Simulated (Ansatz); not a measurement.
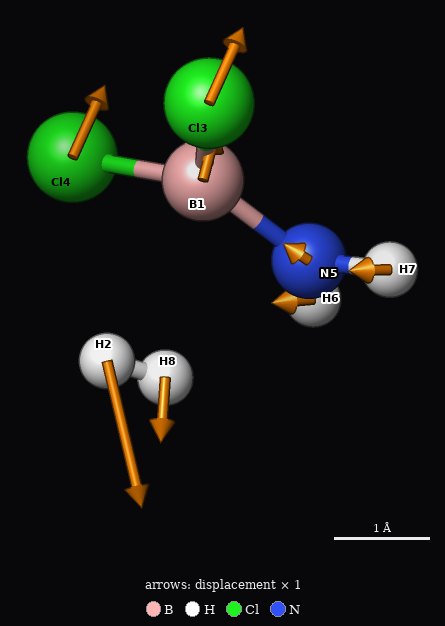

This is a relaxation of BNH4Cl2. The starting structure is drawn; orange arrows show the displacements, at their true length. The two geometries are superimposed by the best rigid fit.

A ball-and-stick model, seen at a tilt.

The run prepares an end point of a later path (reaction) calculation, from a guessed geometry.

Level of theory: RKS PBE/def2-SVP (Ansatz). Set-up: no spin polarisation; force threshold 0.03 eV/Å; at most 50 steps.

Question: Atoms of which element are displaced furthest, and by how much?

Answer: Hydrogen: up to 1.61 Å, against 0.97 Å for chlorine.

Question: What happened in the run?

Answer: The energy falls by 37.4 kJ/mol in 21 accepted moves (24 points after the start). The largest force component goes from 2.3 to 0.011 eV/Å. The line search rejected the trial steps at points 8, 10, 20 of the run. The largest move after the best rigid fit is that of H2, 1.61 Å. Largest moves by element: H 1.61 Å, Cl 0.97 Å, B 0.60 Å, N 0.36 Å. Some distances before and after: B1–N5 1.473 → 1.400 Å, H2–H8 0.722 → 0.770 Å, B1–Cl3 1.768 → 1.776 Å.

Limits of the set-up: the start holds two separate molecules, 2.2 Å apart at their closest, whose relative position is a soft coordinate and is computed without a dispersion correction.
